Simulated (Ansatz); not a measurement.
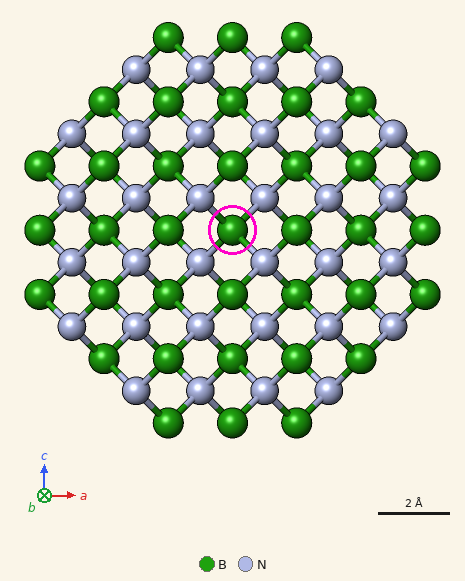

Perfect BN. The picture is a ball-and-stick view of the atoms within 6.0 Å of one point, in a slice 4.2 Å thick across the line of sight, seen along the b axis.

Computed with DFT, PBE, plane-wave PAW, default files, scalar-relativistic in Ansatz 0.2.0. Set-up: plane-wave cutoff 420 eV; k-point mesh 3 × 3 × 3; occupations fermi dirac; smearing width 0.01 eV; no spin polarisation. The axes drawn are those of the host's conventional cell.

A boron atom is replaced by bismuth at the ringed place, in charge state 0. The supercell has 54 sites, and the atoms are relaxed at the host's cell.

Q: Predict the relaxed surroundings of the defect.

A: In the host the B atom has 4 N at 1.57 Å; the Bi atom ends with 4 N at 2.00 Å. Of the host's atoms, a nitrogen atom moves furthest from its site, by 0.43 Å. Relaxing the atoms from the host's sites lowers the energy by 23.27 eV.

The relaxed defect, seen from the same direction:

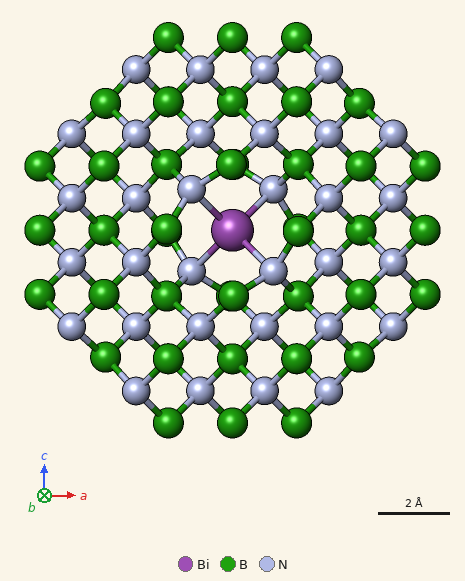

Limits of the set-up: the periodic images lie only 7.7 Å apart, so the values are limited by the cell's size.
